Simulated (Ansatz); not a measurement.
The calculation's input:

```
crystal:
  periodic: [false, false, false]
  atoms:
    - { symbol: Si, position_ang: [-0.254027, 0.902197, -0.860678] }
    - { symbol: Si, position_ang: [0.132392, -2.60512, -0.728359] }
    - { symbol: H, position_ang: [0.648579, 0.107862, -1.761839] }
    - { symbol: H, position_ang: [-1.647233, 0.38963, -0.734235] }
    - { symbol: O, position_ang: [-0.463734, 2.441903, -1.535258] }
    - { symbol: H, position_ang: [0.287145, -1.536967, 0.242519] }
    - { symbol: "N", position_ang: [0.474936, 0.727401, 0.762412] }
    - { symbol: C, position_ang: [-0.171797, 1.170463, 2.003968] }
    - { symbol: H, position_ang: [-1.058292, -2.348918, -1.605864] }
    - { symbol: H, position_ang: [1.355954, -2.695327, -1.596735] }
    - { symbol: H, position_ang: [-0.060893, -3.935658, -0.052233] }
    - { symbol: H, position_ang: [0.348608, 2.779332, -1.963725] }
    - { symbol: H, position_ang: [1.494702, 0.783765, 0.807609] }
    - { symbol: H, position_ang: [0.170188, 0.556745, 2.859133] }
    - { symbol: H, position_ang: [-1.262016, 1.026183, 1.910239] }
    - { symbol: H, position_ang: [0.005588, 2.236512, 2.253149] }
basis:
  gaussian: { orbitals: "6-31G*" }
hamiltonian:
  xc: revpbe
relax:
  f_tol: 0.03
  max_steps: 50
output:
  orbitals: {}
```

Run with:

```sh
ansatz run input.yaml --threads 2 --pin off --max-ram 3072MiB --backend cpu --events-out ev --progress --plain --runs-dir out
```

The fields are those of the relaxed geometry.

Level of theory: Ansatz 0.2.0, RKS revPBE/6-31G*.

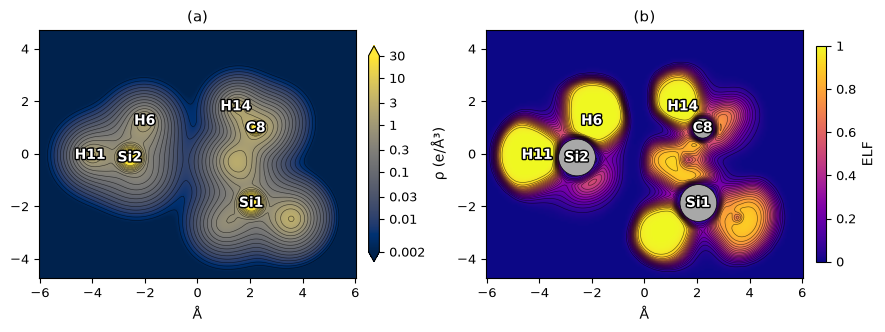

CH$_{7}$NOSi···SiH$_{4}$. (a) electron density; (b) ELF on the plane of atoms H6, Si2 and H11. Grey discs cover the atomic cores in the ELF map.

> Read the bonding off the picture.

The section cuts through Si, H and C sites.
C–H (1.11 Å): ρ at the midpoint is about 1.9 e/Å³; the ELF climbs to about 1 towards the hydrogen, as it does in any bond to H: a covalent bond by its length.
The ELF also peaks beside O5 and N7, away from the bonds: lone-pair regions.
